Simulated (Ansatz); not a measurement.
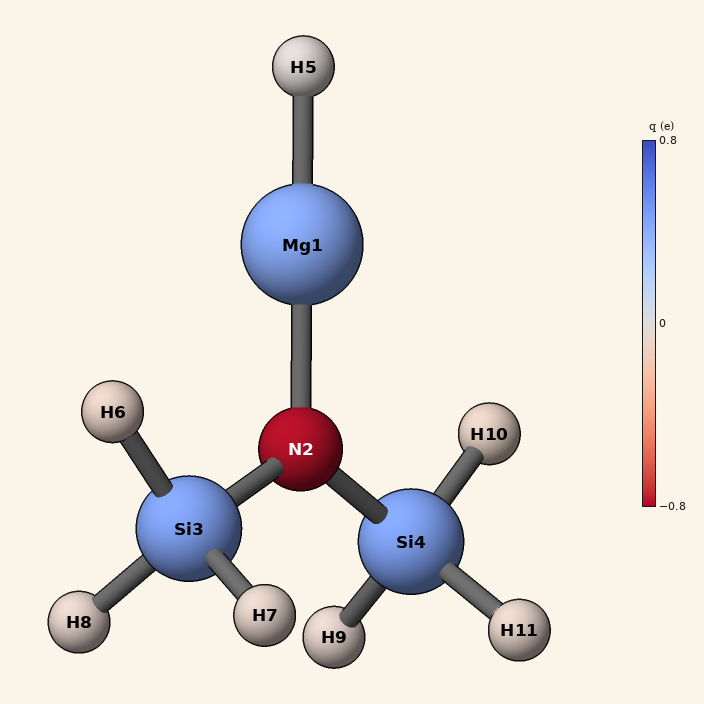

Atoms are coloured by their Mulliken charges. The computed structure is the end point of a PBE-D4/def2-SVP optimisation. No frequency run is at hand to confirm it as a minimum. Level of theory: RKS PBE-D4/def2-SVP (Ansatz 0.2.0).

List the Mulliken charges.

```csv
atom,value (e)
Mg1,0.41
N2,−0.78
Si3,0.43
Si4,0.43
H5,−0.03
H6,−0.09
H7,−0.07
H8,−0.07
H9,−0.07
H10,−0.09
H11,−0.07
```

Mulliken values depend strongly on the basis set and can even reverse the polarity of a bond.
